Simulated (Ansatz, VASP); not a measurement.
## PbS (Galena): VASP beside Ansatz

Aim: how closely do two programs agree when they are given the same cell, functional and k mesh? The cell comes out of the VASP series on this material, whose earlier steps may have relaxed, scaled or displaced it; both programs get it as it stands.

Main program and level: Ansatz 0.2.0; plane waves, with VASP 6.6.1 beside it; band structure at PBE and single point at PBE.

**1. The starting structure**

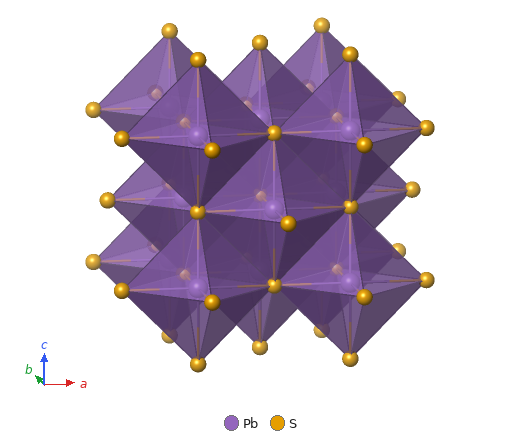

Start, viewed slightly off an axis; lead purple, sulfur orange. This picture shows the conventional cell, with its axes. Some periodic images of atoms are drawn too.

**2. VASP: band structure, PBE**

The same path points are solved in both programs, so levels can be compared one by one.

Lines of VASP's logs that name or quote its potential files are left out, and so is its time.

Contents of INCAR:

```
SYSTEM = PbS
PREC = Accurate
ENCUT = 400
EDIFF = 1E-06
NELM = 100
ISMEAR = 0
SIGMA = 0.05
LREAL = .FALSE.
ALGO = Normal
GGA = PE
NBANDS = 22
LORBIT = 11
LWAVE = .FALSE.
LCHARG = .FALSE.
KPAR = 2
```

Contents of POSCAR:

```
PbS
1.0
    0.0000000000      3.0021302134      3.0021302134
    3.0021302134      0.0000000000      3.0021302134
    3.0021302134      3.0021302134      0.0000000000
Pb S
1 1
Direct
    0.0000000000      0.0000000000      0.0000000000
    0.5000000000      0.5000000000      0.5000000000
```

Contents of KPOINTS:

```
Automatic mesh
0
Gamma
6 6 6
0 0 0
```

Contents of KPOINTS_OPT:

```
Line mode
16
Line-mode
Reciprocal
  0.00000000   0.00000000   0.00000000 GAMMA
  0.50000000   0.00000000   0.50000000 X

  0.50000000   0.00000000   0.50000000 X
  0.50000000   0.25000000   0.75000000 W

  0.50000000   0.25000000   0.75000000 W
  0.37500000   0.37500000   0.75000000 K

  0.37500000   0.37500000   0.75000000 K
  0.00000000   0.00000000   0.00000000 GAMMA

  0.00000000   0.00000000   0.00000000 GAMMA
  0.50000000   0.50000000   0.50000000 L

  0.50000000   0.50000000   0.50000000 L
  0.62500000   0.25000000   0.62500000 U

  0.62500000   0.25000000   0.62500000 U
  0.50000000   0.25000000   0.75000000 W

  0.50000000   0.25000000   0.75000000 W
  0.50000000   0.50000000   0.50000000 L

  0.50000000   0.50000000   0.50000000 L
  0.37500000   0.37500000   0.75000000 K

  0.62500000   0.25000000   0.62500000 U
  0.50000000   0.00000000   0.50000000 X
```

Potentials, in the order of the species: Pb_d and S (PBE family, release 64).

Launch:

```bash
$ mpirun -np 2 vasp_std
```

Numbers of over 12 decimals in the logs are rounded to 6 here.

Output:

```text
[banner, memory and clock lines left out]
running    2 mpi-ranks, on    1 nodes
 distrk:  each k-point on    1 cores,    2 groups
 distr:  one band on    1 cores,    1 groups

 POSCAR found type information on POSCAR PbS
 POSCAR found :  2 types and       2 ions
 LDA part: xc-table for (Slater+PW92), standard interpolation
 POSCAR, INCAR and KPOINTS ok, starting setup
 FFT: planning ... GRIDC
 FFT: planning ... GRID_SOFT
 FFT: planning ... GRID
 WAVECAR not read
 entering main loop
       N       E                     dE             d eps       ncg     rms          rms(c)
DAV:   1     0.155296461426E+03    0.15530E+03   -0.78300E+03   712   0.785E+02
DAV:   2     0.276773036667E+01   -0.15253E+03   -0.14385E+03   786   0.251E+02
DAV:   3    -0.896261329842E+01   -0.11730E+02   -0.11648E+02   886   0.740E+01
DAV:   4    -0.927251809751E+01   -0.30990E+00   -0.30965E+00   856   0.126E+01
DAV:   5    -0.928490437465E+01   -0.12386E-01   -0.12386E-01   990   0.250E+00    0.437E+00
DAV:   6    -0.876531201346E+01    0.51959E+00   -0.11820E+00  1086   0.616E+00    0.307E+00
DAV:   7    -0.876787733861E+01   -0.25653E-02   -0.14381E-01   882   0.150E+00    0.184E+00
DAV:   8    -0.877168412028E+01   -0.38068E-02   -0.17736E-02   804   0.108E+00    0.345E-01
DAV:   9    -0.877079437540E+01    0.88974E-03   -0.40382E-03  1056   0.425E-01    0.102E-01
DAV:  10    -0.877102961480E+01   -0.23524E-03   -0.49442E-04   770   0.937E-02    0.972E-02
DAV:  11    -0.877103934669E+01   -0.97319E-05   -0.59471E-05   886   0.640E-02    0.201E-02
DAV:  12    -0.877104055886E+01   -0.12122E-05   -0.26092E-06   798   0.118E-02    0.162E-03
DAV:  13    -0.877104067524E+01   -0.11638E-06   -0.11457E-07   610   0.248E-03
   1 F= -.87710407E+01 E0= -.87710407E+01  d E =-.117022E-11
 Start KPOINTS_OPT (optional k-point list driver)
k-point batch [1-16\160]
       N       E                     dE             ncg
DAV:   1     0.934705032046E+03   -0.40664E+04      704
DAV:   2    -0.164287037995E+04   -0.25776E+04      772
DAV:   3    -0.183762056978E+04   -0.19475E+03      820
DAV:   4    -0.184267806892E+04   -0.50575E+01      882
DAV:   5    -0.184287079968E+04   -0.19273E+00      938
DAV:   6    -0.184287529723E+04   -0.44975E-02      948
DAV:   7    -0.184287544131E+04   -0.14408E-03      998
DAV:   8    -0.184287544575E+04   -0.44396E-05      746
DAV:   9    -0.184287544584E+04   -0.85901E-07      580
[...]
k-point batch [145-160\160]
       N       E                     dE             ncg
DAV:   1     0.618787024798E+03   -0.88783E+04      734
DAV:   2    -0.174063158589E+04   -0.23594E+04      778
DAV:   3    -0.192080487390E+04   -0.18017E+03      926
DAV:   4    -0.192544991426E+04   -0.46450E+01      822
DAV:   5    -0.192563131361E+04   -0.18140E+00     1034
DAV:   6    -0.192563454704E+04   -0.32334E-02      892
DAV:   7    -0.192563457759E+04   -0.30551E-04     1116
DAV:   8    -0.192563457785E+04   -0.26043E-06      722
```

Parts of OUTCAR (step 2):

```text
ion  position               nearest neighbor table
   1  0.000  0.000  0.000-   2 3.00   2 3.00   2 3.00   2 3.00   2 3.00   2 3.00
   2  0.500  0.500  0.500-   1 3.00   1 3.00   1 3.00   1 3.00   1 3.00   1 3.00

  LATTYP: Found a face centered cubic cell.
 ALAT       =     6.0042604268

 Subroutine GETGRP returns: Found 48 space group operations
 (whereof 48 operations were pure point group operations)

The static configuration has the point symmetry O_h .

 Found     16 irreducible k-points:

   k-points           NKPTS =     16   k-points in BZ     NKDIM =     16   number of bands    NBANDS=     22

   dimension x,y,z NGX =    28 NGY =   28 NGZ =   28
   dimension x,y,z NGXF=    56 NGYF=   56 NGZF=   56

   ENCUT  =  400.0 eV  29.40 Ry    5.42 a.u.   6.92  6.92  6.92*2*pi/ulx,y,z

   NELECT =      20.0000    total number of electrons

 k-points in reciprocal lattice and weights: Automatic mesh
   0.00000000  0.00000000  0.00000000       0.005
   0.16666667  0.00000000  0.00000000       0.037
   0.33333333  0.00000000  0.00000000       0.037
   0.50000000  0.00000000  0.00000000       0.019
   0.16666667  0.16666667  0.00000000       0.028
   0.33333333  0.16666667  0.00000000       0.111
   0.50000000  0.16666667  0.00000000       0.111
  -0.33333333  0.16666667  0.00000000       0.111
  -0.16666667  0.16666667  0.00000000       0.056
[...]
-0.33333333  0.33333333  0.16666667       0.111
  -0.33333333  0.50000000  0.16666667       0.056

 average (electrostatic) potential at core
       1 -91.9684       2 -85.7272

 E-fermi :   5.5803

 k-point     1 :       0.0000    0.0000    0.0000
  band No.  band energies     occupation
    ...
      6      -7.9266      2.00000
      7      -0.7534      2.00000
      8       3.3540      2.00000
      9       3.3540      2.00000
     10       3.3540      2.00000
     11      10.4533      0.00000
     12      10.4533      0.00000
     13      10.4533      0.00000
     14      12.1709      0.00000
     15      12.1709      0.00000
    ...

 k-point     2 :       0.1667    0.0000    0.0000
  band No.  band energies     occupation
    ...
      6      -7.7070      2.00000
      7      -1.4139      2.00000
      8       3.4225      2.00000
      9       3.4225      2.00000
     10       3.8299      2.00000
     11       8.7470      0.00000
     12       9.3457      0.00000
     13       9.3457      0.00000
     14      12.0843      0.00000
     15      12.7564      0.00000
    ...

 k-point     3 :       0.3333    0.0000    0.0000
  band No.  band energies     occupation
    ...
      6      -7.1551      2.00000
      7      -2.6348      2.00000
      8       3.5994      2.00000
      9       3.5994      2.00000
     10       4.6442      2.00000
     11       6.8521      0.00000
     12       7.9566      0.00000
     13       7.9566      0.00000
     14      12.7409      0.00000
     15      14.1407      0.00000
    ...

  Total        0.0111531      0.0111531      0.0111531     -0.0000000     -0.0000000     -0.0000000
  in kB        0.3302068      0.3302068      0.3302068     -0.0000000     -0.0000000     -0.0000000
  external PRESSURE =       0.3302068 kB  Pullay stress =       0.0000000 kB

  energy-cutoff  :      400.00
  volume of cell :       54.12
      direct lattice vectors                 reciprocal lattice vectors
     0.000000000  3.002130213  3.002130213    -0.166548405  0.166548405  0.166548405
     3.002130213  0.000000000  3.002130213     0.166548405 -0.166548405  0.166548405
     3.002130213  3.002130213  0.000000000     0.166548405  0.166548405 -0.166548405

 POSITION                                       TOTAL-FORCE (eV/Angst)
 -----------------------------------------------------------------------------------
      0.00000      0.00000      0.00000         0.000000     -0.000000     -0.000000
      3.00213      3.00213      3.00213        -0.000000      0.000000      0.000000
 -----------------------------------------------------------------------------------
    total drift:                                0.000000      0.000000      0.000000

  FREE ENERGIE OF THE ION-ELECTRON SYSTEM (eV)
  ---------------------------------------------------
  free  energy   TOTEN  =        -8.7710406752 eV

  energy  without entropy=       -8.7710406752  energy(sigma->0) =       -8.77104068

 total charge
# of ion       s       p       d       tot
------------------------------------------
    1        1.489   0.486   9.843  11.817
    2        1.349   2.330   0.000   3.679
--------------------------------------------------
tot          2.838   2.815   9.843  15.496

[... 3 further parts left out ...]
```

Spin-orbit coupling is off here; with elements this heavy it splits and shifts levels by tenths of an eV or more.

**3. Ansatz: band structure, PBE**

Ansatz runs on its default PAW (the set named soft_2) files.

The same cell, functional, mesh and smearing now go to Ansatz, which takes its cutoff from its data sets.

Contents of input.yaml:

```yaml
crystal:
  lattice:
    - [0.0, 3.0021302134, 3.0021302134]
    - [3.0021302134, 0.0, 3.0021302134]
    - [3.0021302134, 3.0021302134, 0.0]
  atoms:
    - { symbol: Pb, position: [0.0, 0.0, 0.0] }
    - { symbol: S, position: [0.5, 0.5, 0.5] }
hamiltonian:
  xc: pbe
  pseudopotentials: { kind: paw }
kpoints:
  mp_grid: { grid: [6, 6, 6] }
  band_path:
    path:
      - [0.0, 0.0, 0.0]
      - [0.16667, 0.0, 0.16667]
      - [0.33333, 0.0, 0.33333]
      - [0.5, 0.0, 0.5]
      - [0.5, 0.08333, 0.58333]
      - [0.5, 0.18333, 0.68333]
      - [0.5, 0.25, 0.75]
      - [0.45, 0.3, 0.75]
      - [0.40833, 0.34167, 0.75]
      - [0.35, 0.35, 0.7]
      - [0.225, 0.225, 0.45]
      - [0.075, 0.075, 0.15]
      - [0.03333, 0.03333, 0.03333]
      - [0.23333, 0.23333, 0.23333]
      - [0.4, 0.4, 0.4]
      - [0.5, 0.5, 0.5]
      - [0.51667, 0.46667, 0.51667]
      - [0.55833, 0.38333, 0.55833]
      - [0.60833, 0.28333, 0.60833]
      - [0.60833, 0.25, 0.64167]
      - [0.55833, 0.25, 0.69167]
      - [0.51667, 0.25, 0.73333]
      - [0.5, 0.3, 0.7]
      - [0.5, 0.38333, 0.61667]
      - [0.5, 0.48333, 0.51667]
      - [0.475, 0.475, 0.55]
      - [0.425, 0.425, 0.65]
      - [0.38333, 0.38333, 0.73333]
      - [0.59167, 0.18333, 0.59167]
      - [0.55, 0.1, 0.55]
      - [0.5, 0.0, 0.5]
    npoints: 1
scf:
  occupations: { method: gaussian, width: 0.05 }
  n_extra_bands: 7
output:
  forces: true
  stress: true
  eigenvalues: true
```

Launch:

```bash
$ ansatz run input.yaml --threads 2 --pin off --max-ram 4608MiB --backend cpu --events-out ev --progress --plain --runs-dir out
```

Output:

```text
scf.n_extra_bands = 7 over 10 filled bands (N_el = 20.0): the run solves 17 bands
Engine: ansatz 0.2.0, aarch64-unknown-linux-gnu
Pseudopotentials: kind: paw
Pseudopotential: Pb, paw, valence charge 14, recommended cutoff 420 eV (normal), Pb.paw.azcp
Pseudopotential: S, paw, valence charge 6, recommended cutoff 420 eV (normal), S.paw.azcp
Functional definition: PBE
  parameter kappa = 0.804
  parameter beta = 0.066725
  exchange = pbe_x(kappa = kappa, mu = beta*pi^2/3)
  correlation = pbe_c(beta = beta)
Crystal: 2 atoms, lattice volume = 54.115 Å³
Basis set: ecut = 420 eV, 1067 PW (Γ), exchange–correlation on 60×60×60 points (8 copies of the dense FFT grid, shifted against one another)
Bands: 17, of which v1, the nominal top of the filled ones, is band 10 counted from 1 (9 counted from 0)
Symmetry: 48 space group operations
Space group: Fm-3m (ITA 225), of the structure as read, at distance tolerance 3.8e-5 Å
k-points: 16 of 216
Non-local potential: Pb, projectors of the file, l = 0: 2, l = 1: 2, l = 2: 2, l = 3: 2
Non-local potential: S, projectors of the file, l = 0: 2, l = 1: 2, l = 2: 2
PAW form: soft (Blöchl's): semilocal exchange-correlation on the pseudo side does not see the compensation charge
PAW one-centre angular grid: Pb, 590 points (default); XC on 64 Gauss nodes
PAW one-centre angular grid: S, 110 points (default); XC on 64 Gauss nodes
Initial density: superposition of atomic densities (neutral atoms: chi_scale 0, normalization atom), corrected by the library's trained network
Initial wavefunctions: pseudopotential atomic-orbital guess
Functional: x = pbe(κ = 0.804, μ = 0.219515), c = pbe(β = 0.066725)
SCF iter   1: F=—  HF=-12809.573604 eV  |F-HF|=—  |Δ(HF+E_count)|=         —  Δρ=1.01e-3  dr2=9.09e-4  ethr=1.77e-3  ⟨swp⟩=6.8  Hψ=1582  notcnv=0  defer=2
preconditioner: auto → none  [insulator: Δε(μ)=0.494 eV  Ē_g=17.915 eV  σ=0.050 eV  W_gap=1.00  n_scr=14 (ndim 8)  ℏωp=22.6 eV  f_vac=0.001  D(μ)=0.00/eV (n_scr^D=0)  ε∞_Penn≈2.6]
SCF iter   2: F=—  HF=-12809.572790 eV  |F-HF|=—  |Δ(HF+E_count)|=   8.14e-4  Δρ=4.99e-4  dr2=1.43e-4  ethr=4.54e-6  ⟨swp⟩=2.1  Hψ=554  notcnv=0  defer=7
SCF iter   3: F=—  HF=-12809.572778 eV  |F-HF|=—  |Δ(HF+E_count)|=   1.18e-5  Δρ=1.86e-4  dr2=1.99e-5  ethr=7.15e-7  ⟨swp⟩=2.1  Hψ=356  notcnv=0  defer=7
SCF iter   4: F=—  HF=-12809.572786 eV  |F-HF|=—  |Δ(HF+E_count)|=   8.08e-6  Δρ=4.91e-5  dr2=1.30e-6  ethr=9.95e-8  ⟨swp⟩=2.2  Hψ=327  notcnv=0  defer=7
iter 5 did not close the SCF: its close was put off for the readings that it lacked (scf_convergence_deferred on its scf_iter line)
SCF iter   5: F=-12809.572787 eV  HF=-12809.572787 eV  |F-HF|=2.40e-8  |Δ(HF+E_count)|=   1.98e-7  Δρ=7.89e-6  dr2=3.94e-8  ethr=6.50e-9  ⟨swp⟩=2.1  Hψ=395  notcnv=0  defer=7
SCF iter   6: F=-12809.572787 eV  HF=-12809.572787 eV  |F-HF|=4.55e-11  |Δ(HF+E_count)|=   7.16e-9  Δρ=4.27e-7  dr2=1.52e-10  ethr=1.97e-10  ⟨swp⟩=6.0  Hψ=1248  notcnv=0
SCF 1 converged in 6 iterations: F = -12809.572787 eV  dr2 = 1.52e-10
  greatest PAW one-centre occupation: 0.982 electrons in one spin orbital (limit 2), on the Pb atom at site 0 (counted from 0), in its partial waves of l = 2
NSCF: frozen V_eff on 31 k-points
SCF converged after 6 iterations
Free energy (F): -12809.572787 eV
Harris-Foulkes:  -12809.572787 eV  (|F-HF|=4.55e-11)
Internal energy: -12809.572787 eV  (E = F + TS)
E sigma→0 (E₀):  -12809.572787 eV
Fermi energy:    8.093198 eV
--- Per-component energies (eV) ---
  E_band       = -64.235952
  E_kinetic    = 392.616479
  E_local      = -1248.271479  (includes V_loc(G=0)·N_el)
  E_nonlocal   = 378.456530
  E_hartree    = 484.077345
  E_xc         = -318.148157
  E_vxc        = -219.964499  (∫ρ·V_xc dr)
  E_paw        = -11003.286209  (= ΣΔE_a)
  E_vpaw       = -335.227327  (= ΣTr[D̂ρ^β])
  E_aug_tail   = 0.000052  (compensation charges beyond the density's cutoff)
  E_ewald      = -1495.017349
  E_smearing   = -0.000000  (= −TS)
  E_closure    = 0.000000  (closes the sum)
  Σ components = -12809.572787   (vs F -12809.572787, Δ=0.00e0)
--- Forces (eV/Å), atoms counted from 1 ---
  atom   1  Pb    -0.00000000     0.00000000     0.00000000
  atom   2  S      0.00000000    -0.00000000     0.00000000
  max |Σ_I F_I| component: 7.40e-30 eV/Å
--- Stress (GPa, compression-positive) ---
        0.098858       0.000000      -0.000000
        0.000000       0.098858      -0.000000
       -0.000000       0.000000       0.098858
  P = ⅓ Tr σ = 0.0989 GPa (0.989 kbar)
--- Band table (eV; the first three rows and the last of 16) ---
  k-point 0: bands = [... 6 lower, 1.7905, 5.8858, 5.8858, 5.8858, 12.9893, 12.9893, 12.9893, 14.6757, ... 3 higher]
  k-point 1: bands = [... 6 lower, 1.1286, 5.9543, 5.9543, 6.3636, 11.2810, 11.8768, 11.8768, 14.6043, ... 3 higher]
  k-point 2: bands = [... 6 lower, -0.0930, 6.1313, 6.1313, 7.1803, 9.3868, 10.4871, 10.4871, 15.2643, ... 3 higher]
  k-point 15: bands = [... 6 lower, 0.2200, 3.3449, 4.1681, 6.2015, 11.0193, 12.1885, 12.9114, 14.6715, ... 3 higher]
```

Elapsed: 1.9 s, on 2 threads of Arm Neoverse N1, shared host; peak memory 0.29 GiB.

The column dr2 measures how far the density is from self-consistency, as an energy; F and HF (Harris–Foulkes) agree once it is small.

**4. Differences**

Known differences besides the PAW data sets themselves: the cutoff is 420 eV in Ansatz and 400 eV in VASP; VASP leaves aspherical gradient terms in its spheres out (LASPH is not set), Ansatz keeps them. Total energies have different zeros and are not compared.

Both answers:

```
                     quantity  Ansatz   VASP  difference
               pressure (GPa)    0.10   0.03       +0.07
gap over the path points (eV)   0.486  0.492      -0.006
```

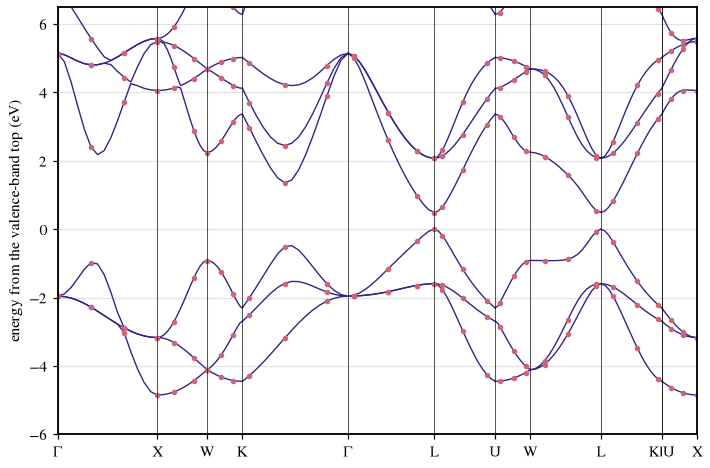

Bands from VASP (lines) and levels from Ansatz (dots). Dots without a line are higher empty bands that the VASP plot leaves out.

Levels at points of the path, from each program's valence-band top (eV; 4 filled, then empty):

```
k (reciprocal lattice)                                  Ansatz                                    VASP
     0.000 0.000 0.000  -6.06 -1.96 -1.96 -1.96 5.14 5.14 5.14  -6.06 -1.96 -1.96 -1.96 5.14 5.14 5.14
     0.167 0.000 0.167  -6.74 -2.29 -2.29 -0.98 2.40 4.80 4.80  -6.75 -2.28 -2.28 -0.98 2.41 4.81 4.81
     0.333 0.000 0.333  -7.30 -3.03 -2.89 -2.89 3.71 4.43 5.15  -7.31 -3.02 -2.89 -2.89 3.72 4.45 5.16
     0.500 0.000 0.500  -7.11 -4.86 -3.18 -3.18 4.04 5.48 5.58  -7.11 -4.85 -3.17 -3.17 4.06 5.49 5.58
     0.500 0.083 0.583  -7.30 -4.76 -3.32 -2.71 4.12 4.74 5.37  -7.31 -4.76 -3.31 -2.70 4.13 4.75 5.37
     0.500 0.183 0.683  -7.68 -4.44 -3.77 -1.43 2.88 4.40 4.99  -7.69 -4.43 -3.76 -1.43 2.89 4.41 5.00
     0.500 0.250 0.750  -7.77 -4.12 -4.12 -0.92 2.24 4.68 4.68  -7.78 -4.11 -4.11 -0.91 2.25 4.69 4.69
     0.450 0.300 0.750  -7.78 -4.33 -3.68 -1.26 2.58 4.41 4.88  -7.79 -4.32 -3.67 -1.26 2.59 4.42 4.89
     0.408 0.342 0.750  -7.79 -4.43 -3.10 -1.89 3.12 4.20 4.99  -7.80 -4.42 -3.09 -1.88 3.13 4.21 5.00
     0.350 0.350 0.700  -7.96 -4.29 -2.51 -2.01 2.96 3.70 4.85  -7.96 -4.28 -2.50 -2.00 2.96 3.71 4.86
```

Among the levels compared (up to four filled and three empty ones at each point), filled levels agree within 8 meV and empty ones within 16 meV. Ansatz's pressure holds a Pulay correction of 0.02 GPa; VASP's holds none.

**5. Further runs**

An all-electron run, which needs no data sets, serves as referee.

```
                              run  difference in gap over the path points (eV)
                         as above                                      -0.0062
Ansatz's all-electron LAPW method                                      -0.0073
```

**6. Ansatz: single point, PBE**

A single point gives forces, pressure and levels at one fixed geometry, so differences don't come from the geometry; what else differs is listed under the comparison. The cell compared in this pair holds 51.95 Å³, against 54.12 Å³ for the pair before.

The cell is a member of a volume series, scaled by 0.96 from a relaxed one, so a pressure remains.

input.yaml, the sections that differ from step 3:

```yaml
crystal:
  lattice:
    - [0.0, 2.9615559124, 2.9615559124]
    - [2.9615559124, 0.0, 2.9615559124]
    - [2.9615559124, 2.9615559124, 0.0]
  atoms:
    - { symbol: Pb, position: [0.0, 0.0, 0.0] }
    - { symbol: S, position: [0.5, 0.5, 0.5] }
kpoints:
  mp_grid: { grid: [6, 6, 6] }
scf:
  occupations: { method: gaussian, width: 0.05 }
  n_extra_bands: 4
# hamiltonian, output: as in step 3
```

Output:

```text
[...]
Crystal: 2 atoms, lattice volume = 51.951 Å³
Basis set: ecut = 420 eV, 965 PW (Γ), exchange–correlation on 60×60×60 points (8 copies of the dense FFT grid, shifted against one another)
Bands: 14, of which v1, the nominal top of the filled ones, is band 10 counted from 1 (9 counted from 0)
Symmetry: 48 space group operations
[...]
k-points: 16 of 216
[...]
P = ⅓ Tr σ = 2.4737 GPa (24.737 kbar)
--- Band table (eV; the first three rows and the last of 16) ---
  k-point 0: bands = [... 6 lower, 2.4977, 6.3180, 6.3180, 6.3180, 13.7454, 13.7454, 13.7454, 15.2046]
  k-point 1: bands = [... 6 lower, 1.7354, 6.3924, 6.3924, 6.8807, 11.9330, 12.5334, 12.5334, 15.1750]
  k-point 2: bands = [... 6 lower, 0.3777, 6.5842, 6.5842, 7.7814, 9.9864, 11.0652, 11.0652, 15.8747]
  k-point 15: bands = [... 6 lower, 0.7230, 3.6477, 4.5114, 6.6962, 11.6826, 12.7590, 13.6206, 15.3978]
[key lines of the parts left out:]
SCF converged after 6 iterations
Free energy (F): -12809.555970 eV
Fermi energy:    8.697409 eV
```

Elapsed: 1.1 s, on 2 threads; peak memory 0.29 GiB.

The run ends at a pressure of 2.47 GPa.

[end of part 1 of 2]

[Lines on the potential files, build, host, timing and source positions are cut from VASP's logs without a mark.]

[Logs are printed without paths, hosts, clocks, repeated set-up lines and the standing remarks that a program may print on its own settings, such as how far it seeks lower states.]

[Hosts, paths, dates, database ids (printed as entryN), source tags and the programs' standing remarks are cut or masked in the printed files.]
